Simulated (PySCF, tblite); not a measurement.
**C₅H₈NO₂ radical: geometry, infrared bands and EPR parameters**

What infrared bands and EPR parameters should C₅H₈NO₂ radical (`NC(=O)[C]1CCOC1`) show?

The runs use tblite 0.8.0 and PySCF 2.14.0, with density-fitted response routines of our own; the level of theory stands in each step. All values are computed, except where a source is named. Atoms are numbered from 0 throughout.

## 1. The starting structure

16 atoms, charge 0, multiplicity 2; geometry from: force field or distance geometry start.

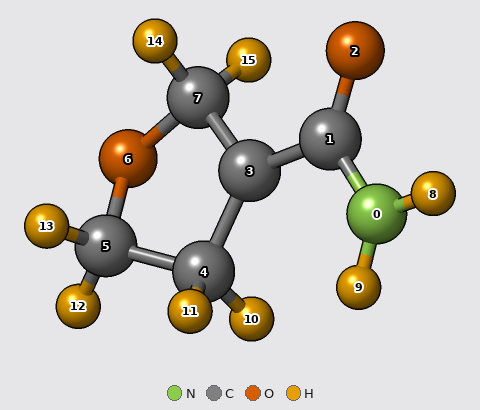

The starting geometry (nitrogen green, carbon grey, oxygen orange, hydrogen amber), atoms numbered.

## 2. Relaxing the molecule with GFN2-xTB

What the job is given:

```
{"job": {"kind": "relax", "xc": "GFN2-xTB", "basis": "xTB"}, "charge": 0, "multiplicity": 2}
N      2.497700    -0.021800     0.036900
C      1.476300     0.783800     0.454600
O      1.694600     1.799900     1.101900
C      0.141500     0.349100     0.109600
C     -0.275100    -0.924500    -0.513100
C     -1.756900    -0.932000    -0.182500
O     -2.149500     0.449100    -0.136300
C     -1.034500     1.176300     0.435900
H      3.437600     0.263700     0.266000
H      2.356400    -0.858600    -0.502700
H     -0.130400    -0.856600    -1.605000
H      0.230100    -1.814700    -0.137000
H     -2.355000    -1.460600    -0.916200
H     -1.935200    -1.382100     0.799900
H     -1.201500     1.275400     1.512200
H     -1.003700     2.162500    -0.017800
```

Command:

```sh
$ OMP_NUM_THREADS=1 python probes_run.py task.json out
```

This one command runs all jobs of the session in turn.

Standard output:

```text
step      E/eV     max force
  0    -701.57244    1.593
  1    -701.61935    0.463
  2    -701.62693    0.263
  3    -701.63164    0.216
  4    -701.63634    0.143
  5    -701.63785    0.097
  6    -701.63919    0.112
  7    -701.64041    0.075
  8    -701.64123    0.065
  9    -701.64175    0.053
 10    -701.64217    0.047
 11    -701.64264    0.053
 12    -701.64322    0.067
 13    -701.64392    0.071
 14    -701.64480    0.085
 15    -701.64588    0.094
 16    -701.64706    0.091
 17    -701.64805    0.067
 18    -701.64865    0.052
 19    -701.64903    0.057
 20    -701.64934    0.040
 21    -701.64960    0.035
 22    -701.64982    0.035
 23    -701.64999    0.031
 24    -701.65015    0.037
 25    -701.65031    0.036
 26    -701.65046    0.028
 27    -701.65060    0.028
 28    -701.65073    0.030
 29    -701.65086    0.033
 30    -701.65097    0.035
 31    -701.65104    0.026
 32    -701.65110    0.019
 33    -701.65116    0.019
 34    -701.65121    0.020
 35    -701.65125    0.015
 36    -701.65130    0.020
 37    -701.65135    0.022
 38    -701.65141    0.022
 39    -701.65148    0.025
 40    -701.65155    0.023
 41    -701.65164    0.025
 42    -701.65176    0.026
 43    -701.65189    0.032
 44    -701.65201    0.031
 45    -701.65211    0.027
 46    -701.65223    0.028
 47    -701.65237    0.034
 48    -701.65249    0.033
 49    -701.65257    0.022
 50    -701.65263    0.017
 51    -701.65268    0.015
 52    -701.65272    0.015
 53    -701.65274    0.011
 54    -701.65276    0.010
```

Wall time 0.32 s (1 thread of Arm Neoverse V1, shared host); peak memory 0.18 GiB.

Step by step: (not every step is listed)

```csv
step,energy from step 0 (eV),largest force (eV/Å)
0,0.0000,1.5925
1,-0.0469,0.4633
2,-0.0545,0.2634
3,-0.0592,0.2165
4,-0.0639,0.1428
5,-0.0654,0.0975
6,-0.0667,0.1124
7,-0.0680,0.0750
8,-0.0688,0.0651
12,-0.0708,0.0674
16,-0.0746,0.0908
20,-0.0769,0.0399
24,-0.0777,0.0367
28,-0.0783,0.0300
32,-0.0787,0.0187
36,-0.0789,0.0197
40,-0.0791,0.0229
44,-0.0796,0.0314
48,-0.0800,0.0332
49,-0.0801,0.0221
50,-0.0802,0.0175
51,-0.0802,0.0154
52,-0.0803,0.0149
53,-0.0803,0.0112
54,-0.0803,0.0103
```

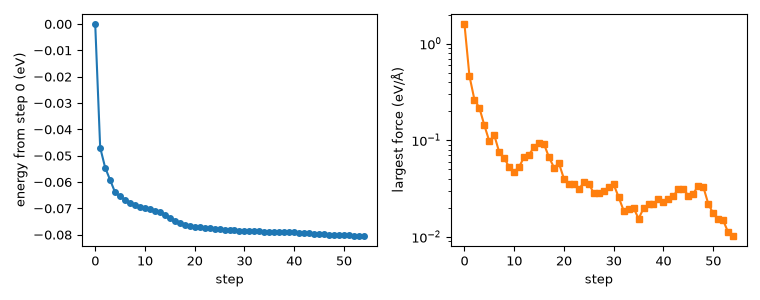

Energy and largest force along the relaxation.

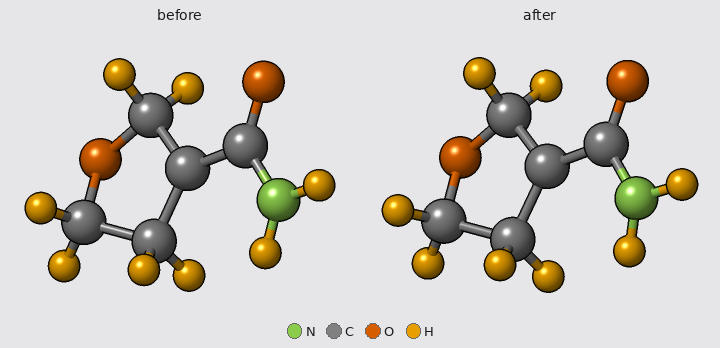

Before and after, at one scale.

Distances of close pairs at the start and the end, largest changes first:

```csv
bond,before (Å),after (Å),change (Å)
O6–C7,1.449,1.410,-0.039
C5–O6,1.437,1.414,-0.023
C4–C5,1.518,1.538,+0.020
C1–C3,1.446,1.431,-0.015
C7–H14,1.094,1.105,+0.012
N0–C1,1.366,1.377,+0.010
C3–C4,1.478,1.488,+0.010
C7–H15,1.086,1.096,+0.010
```

The next job starts from the end point, and lists it.

## 3. Harmonic vibrations with GFN2-xTB

What the job is given:

```
{"job": {"kind": "ir", "xc": "GFN2-xTB", "basis": "xTB"}, "charge": 0, "multiplicity": 2}
N      2.508491    -0.062513     0.102156
C      1.484757     0.790517     0.448307
O      1.712052     1.853149     1.018598
C      0.161257     0.337219     0.148412
C     -0.270817    -0.945969    -0.469012
C     -1.786812    -0.914545    -0.211928
O     -2.142756     0.450290    -0.118516
C     -1.050373     1.139185     0.446856
H      3.440878     0.304399     0.198495
H      2.367037    -0.789422    -0.575477
H     -0.057465    -0.950036    -1.545254
H      0.206966    -1.820661    -0.024693
H     -2.380946    -1.357528    -1.011827
H     -2.017613    -1.428066     0.733488
H     -1.173377     1.252397     1.539348
H     -1.008877     2.150530     0.027732
```

Standard output:

```text
mode    cm-1     km/mol
  1      82.3     11.11
  2     100.8      0.80
  3     172.1      7.82
  4     199.8      8.63
  5     249.2      2.18
  6     321.8    181.51
  7     371.8      3.21
  8     481.8      7.23
  9     491.5     80.99
 10     602.0     15.09
 11     632.3     58.74
 12     661.6      7.78
 13     790.1      5.57
 14     867.3      0.51
 15     907.1      3.80
 16     962.2     30.92
 17     997.9     25.17
 18    1011.8      1.01
 19    1025.4      6.55
 20    1071.3     61.74
 21    1108.8      6.45
 22    1138.7     24.04
 23    1150.8     41.72
 24    1199.0     38.16
 25    1233.4      6.95
 26    1241.8     35.46
 27    1266.2     43.65
 28    1311.7      3.38
 29    1388.6     62.75
 30    1427.6     25.26
 31    1433.4     25.48
 32    1455.0    109.09
 33    1479.8      0.68
 34    1628.3    328.12
 35    2789.5     15.50
 36    2864.0     49.04
 37    2892.7     30.97
 38    2925.7      5.84
 39    2971.3     14.09
 40    2993.2     29.09
 41    3477.6     14.92
 42    3548.8      4.80
```

It took 0.47 s on 1 thread of Arm Neoverse V1, shared host; peak memory 0.18 GiB.

The strongest bands and the atoms that carry them (share of the mass-weighted mode):

```csv
cm⁻¹,km/mol,atoms
322,181.5,"H9 77 %, N0 13 %"
492,81.0,H8 77 %
632,58.7,C1 63 %
1071,61.7,"O6 32 %, C7 24 %, C5 18 %"
1389,62.8,"C3 47 %, C1 24 %"
1455,109.1,"H9 33 %, H8 26 %, N0 13 %"
1628,328.1,"C1 62 %, O2 32 %"
2864,49.0,H13 88 %
```

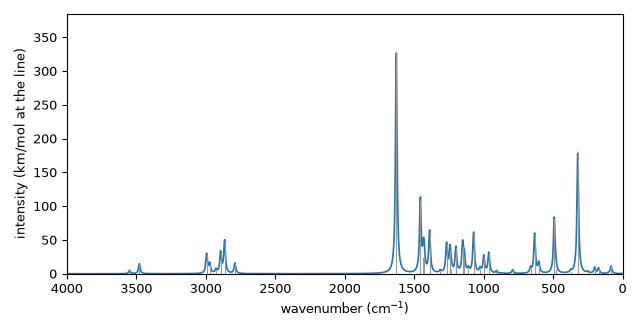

The infrared spectrum from these modes, unscaled. Lines are broadened to a width of 14 cm⁻¹ (Lorentzian).

## 4. EPR parameters: B3LYP/pcH-1

The job, as its differences from that of step 3:

```diff
@@ -1,2 +1,2 @@
-{"job": {"kind": "ir", "xc": "GFN2-xTB", "basis": "xTB"}, "charge": 0, "multiplicity": 2}
+{"job": {"kind": "epr", "basis": "pcH-1"}, "charge": 0, "multiplicity": 2}
 N      2.508491    -0.062513     0.102156
```

With the program's defaults for keys left out, this is: UKS B3LYP, pcH-1 on C H N O, non-relativistic, mean-field spin-orbit, GIAO.

Standard output:

```text
UKS, coarse grid
  cycle   1  E = -400.31324866  |g| = 7.56e-01
  cycle   2  E = -398.80356144  |g| = 1.89e+00
  cycle   3  E = -400.45872932  |g| = 3.95e-01
  cycle   4  E = -400.52743794  |g| = 1.11e-01
  cycle   5  E = -400.53139057  |g| = 4.83e-02
  cycle   6  E = -400.53231393  |g| = 1.97e-02
  cycle   7  E = -400.53250647  |g| = 5.70e-03
  cycle   8  E = -400.53253821  |g| = 3.57e-03
  cycle   9  E = -400.53254713  |g| = 1.35e-03
  cycle  10  E = -400.53254908  |g| = 7.46e-04
UKS, final grid
  cycle   1  E = -400.53252662  |g| = 1.25e-03
  cycle   2  E = -400.53252446  |g| = 2.75e-03
  cycle   3  E = -400.53252731  |g| = 2.67e-04
  cycle   4  E = -400.53252735  |g| = 9.78e-05
  cycle   5  E = -400.53252736  |g| = 6.33e-05
  cycle   6  E = -400.53252736  |g| = 6.38e-06
E = -400.53252736 Eh   <S^2> = 0.7560 (exact 0.7500)
g shifts (ppm)      1          2          3
  rmc          -169       -169       -169
  gc            -10         28         26
  oz_so         -30       1285       2502
  total        -209       1144       2359
hyperfine (MHz)  atom isotope    a_iso     a_fc   dipolar eigenvalues
    0   14N       0.39       0.39     -2.25     -1.61      3.85
    1   13C     -35.58     -35.58     -4.78      0.17      4.62
    2   17O     -10.65     -10.65    -49.87     24.50     25.37
    3   13C      72.84      72.84    -69.86    -69.07    138.93
    4   13C     -27.77     -27.77     -2.11      0.85      1.26
    5   13C       1.29       1.29     -1.21     -0.50      1.71
    6   17O       0.85       0.85     -1.42      0.51      0.91
    7   13C     -30.71     -30.71     -2.15      0.63      1.52
    8    1H      -4.35      -4.35     -2.98     -2.17      5.16
    9    1H      -2.02      -2.02     -3.63     -1.05      4.68
   10    1H     117.01     117.01     -4.79     -3.16      7.96
   11    1H      64.36      64.36     -4.23     -3.30      7.53
   12    1H      -0.73      -0.73     -1.74     -1.41      3.16
   13    1H      -1.27      -1.27     -2.49     -2.07      4.55
   14    1H     116.28     116.28     -4.89     -2.84      7.72
   15    1H      88.72      88.72     -4.55     -2.98      7.53
```

Run time: 89 s. Hardware: 1 thread of Arm Neoverse V1, shared host; peak memory 0.97 GiB.

Principal g values 2.00211, 2.00346, 2.00468; g(iso) = 2.00342, against 2.00232 for a free electron.

Mean a(iso) over the nuclei that a row names, and the largest dipolar term of the row (other rows stand at the frozen geometry):

```csv
nuclei,isotope,a(iso) (MHz),"a(iso) (G, at g = 2.0023)",largest dipolar term (MHz)
"H14, H15",1H,102.5,36.6,7.7
"H10, H11",1H,90.7,32.4,8.0
C3,13C,72.8,26.0,138.9
C1,13C,-35.6,-12.7,-4.8
C7,13C,-30.7,-11.0,-2.1
C4,13C,-27.8,-9.9,-2.1
O2,17O,-10.7,-3.8,-49.9
H8,1H,-4.3,-1.6,5.2
H9,1H,-2.0,-0.7,4.7
C5,13C,1.3,0.5,1.7
"H12, H13",1H,-1.0,-0.4,4.6
O6,17O,0.9,0.3,-1.4
N0,14N,0.4,0.1,3.9
```

Mulliken spin populations:

N0 0.04; C1 -0.06; O2 0.16; C3 0.84; C4 -0.07; C5 0.01; O6 0.00; C7 -0.07; H8 0.00; H9 0.00; H10 0.05; H11 0.03; H12 0.00; H13 0.00; H14 0.05; H15 0.04

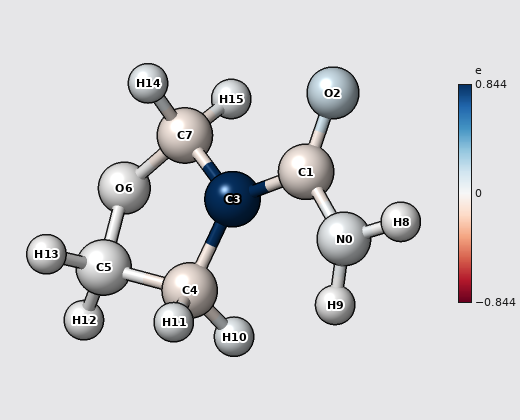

Mulliken spin populations, as colours on the atoms.

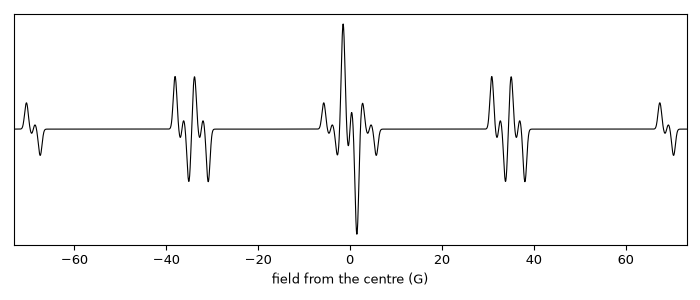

First-order isotropic spectrum (first derivative, main isotopes with spin only, couplings over 0.8 MHz, Gaussian width 0.4 G; couplings of the frozen geometry, rotation of groups not averaged beyond the rows shown).

The fields below are evaluated on a grid from the run's orbitals.

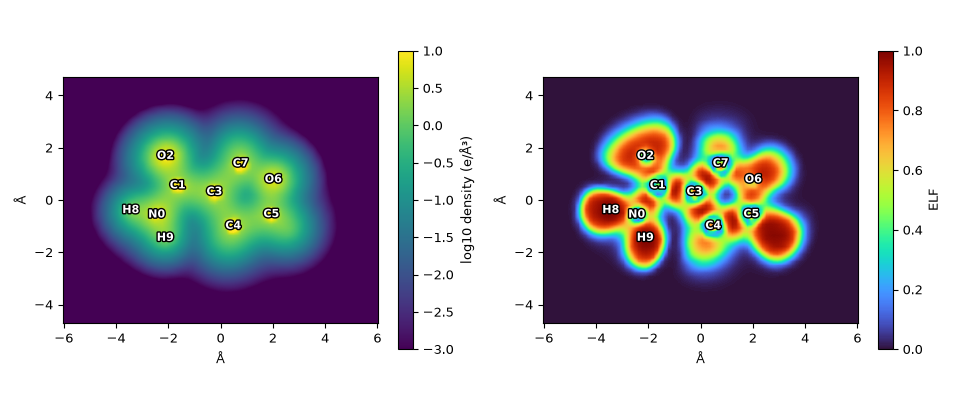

Density (left) and ELF (right) in a plane through or near 10 of the atoms.

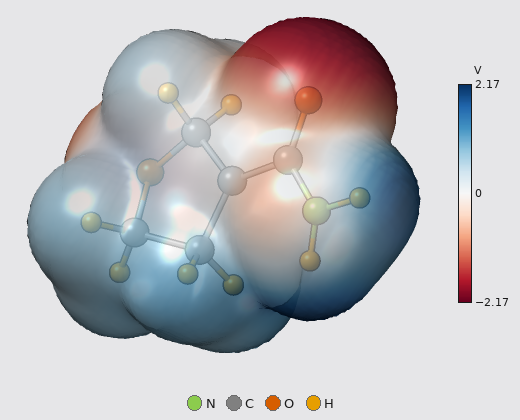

Electrostatic potential on the surface of density 0.002 e/bohr³; red is low, blue high. It runs from -2.00 V near O2 to 2.17 V near H9.

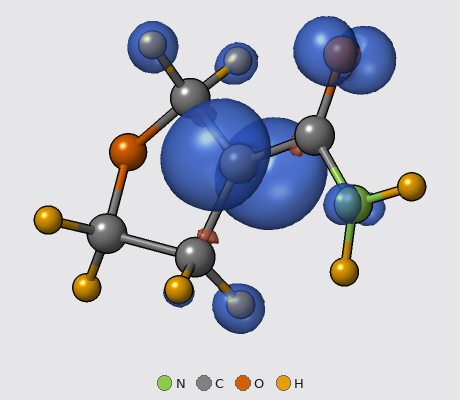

Spin density at ±0.04 e/Å³ (alpha excess blue, beta excess red).

## 5. What came out

| quantity | value |
| --- | --- |
| strongest single infrared mode (GFN2-xTB) | 1628 cm⁻¹, 328 km/mol |
| zero-point energy (GFN2-xTB) | 78.5 kcal/mol |
| g(iso) (B3LYP) | 2.00342 |
| ⟨S²⟩ | 0.756 (exact 0.75) |
| largest a(iso) (averaged by class) | 1H on H14, H15, 102.5 MHz |
| potential on the surface of density 0.002 e/bohr³, 1st and 99th percentile | -2.00 V and 2.17 V |

What this shows: Relaxing lowered the energy by 0.080 eV in 54 steps; the close pair that moved most is O6–C7, from 1.449 to 1.410 Å. No mode is imaginary among the 42: a minimum at this level. The strongest single mode, at 1628 cm⁻¹, moves mainly C1 and O2. GFN2-xTB is a fitted tight-binding method: band positions and strengths are rough. Its intensities can rank the bands wrongly. C3 carries the largest spin population, 0.84 e. The isotropic g lies 1.1 ppt above the free-electron value. These values are for one conformer; the search (at its own cheap level) found 2 more, at 0.00, 0.31 kcal/mol (those within 0.05 may be mirror or relabelled copies), and measured spectra average over such forms.
